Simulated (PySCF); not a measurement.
Consider H2O6Si3 (charge +1, doublet).

```xyz
11

O     2.6398   -0.9342    0.0550
Si    1.2143   -0.2476   -0.0607
O     1.4829    1.4466   -0.3347
Si    0.1571    2.3419   -0.4776
O    -1.2512    1.5724   -0.3450
Si   -1.1319   -0.1480   -0.0764
O    -2.5410   -0.8674    0.0049
O     0.0278   -0.6073   -1.2026
O     0.0300   -0.2306    1.1375
H     2.8133   -1.8719    0.2033
H    -3.4130   -0.4764    0.1261
```

Geometry: PBE0-D3(BJ)/def2-SVP.

These are results of UKS B3LYP, IGLO-III on O Si, pcH-1 on H, non-relativistic, mean-field spin-orbit, GIAO (PySCF 2.14.0, density-fitted response routines), not measurements.

Q: What will maps of the electron density, electron localisation function and spin density show?

A: Si–O (1.58 Å): the density is about 1.3 e/Å³ at the midpoint; the ELF peaks at about 0.85 between the atoms: a polar covalent bond.
Si–Si (2.35 Å): the density is about 0.5 e/Å³ at the midpoint; the ELF is about 0.25 at the midpoint.
O–H (0.96 Å): ρ at the midpoint is about 3.7 e/Å³; the ELF climbs to about 1 towards the hydrogen, as it does in any bond to H (a covalent bond by its length).
Si–O (1.74 Å): ρ at the midpoint is about 0.95 e/Å³; the ELF peaks at about 0.85 between the atoms: a shared but strongly polarised pair.
The unpaired spin (1 electron) lies mostly on Si4 (about 0.8), O5 (about 0.1) and O3 (about 0.1), in electrons by Hirshfeld's partition.

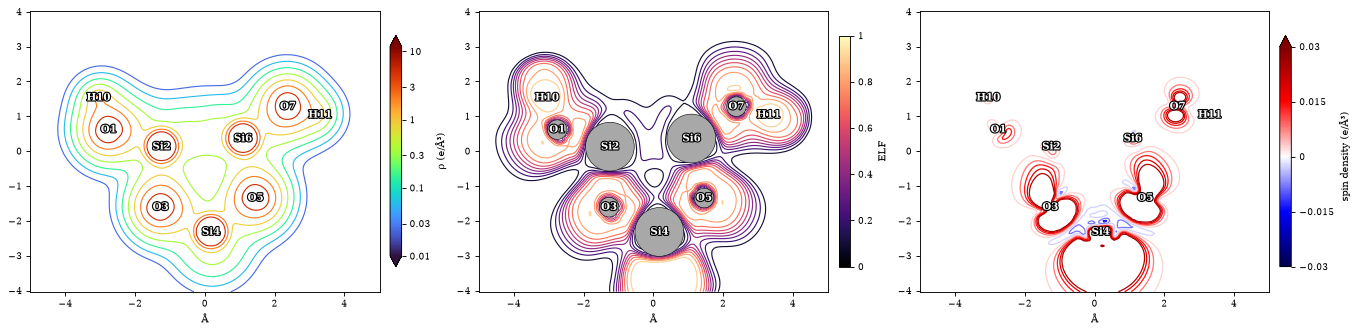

Computed electron density, electron localisation function and spin density on the plane of atoms Si2, O1 and H10, in this order. Grey discs cover the atomic cores in the ELF map. 
